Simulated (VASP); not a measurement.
Here is the system:

```
P
1.0
    1.66532    -5.15957     0.00000
    1.66532     5.15957     0.00000
    0.00000     0.00000     4.23824
P
4
Direct
  0.10531   0.89469   0.92618
  0.39469   0.60531   0.42618
  0.60531   0.39469   0.57382
  0.89469   0.10531   0.07382
```

Level of theory: vdW-DF-cx, VASP's PBE PAW potentials (set 64) (plane waves; VASP). Run with 520 eV cut-off, 11×11×8 Γ-centred mesh, tetrahedra with Blöchl corrections, potentials P.

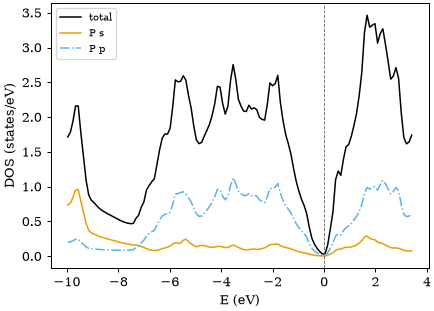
Fig. 1. Total and projected density of states, zero at the Fermi level

Within 2 eV below the Fermi level the largest weight inside VASP's projection spheres is P p.

It has no gap at this level: it comes out as a metal or semimetal.

The compound is P in the black structure. It was relaxed first.
